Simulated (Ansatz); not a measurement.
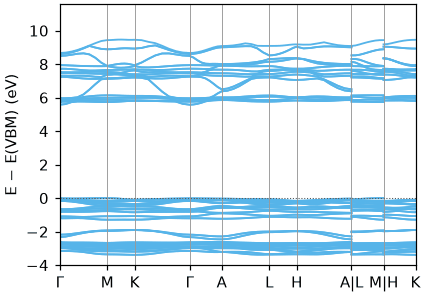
*Band structure from r²SCAN with spin–orbit coupling in the plane-wave PAW code Ansatz*

Problem. Read off the gap and where the band edges lie.

Solution. About 5.6 eV (5.58 eV by a search for the band edges); maximum at M, minimum at Γ.

The material is Rb3NaW2O8 in space group P-3m1 (No. 164; Pearson symbol hP14).

The workflow started from a Materials Project entry (that database holds measured and hypothetical structures alike); the Crystallography Open Database copy checked does not list it. Its standing as an ambient phase is unchecked. Symmetry was held in the r²SCAN relaxation; its stability against distortions is not shown here. The run is not spin-polarised. No Hubbard U is applied.

Potentials: the later of the program's two PAW sets.
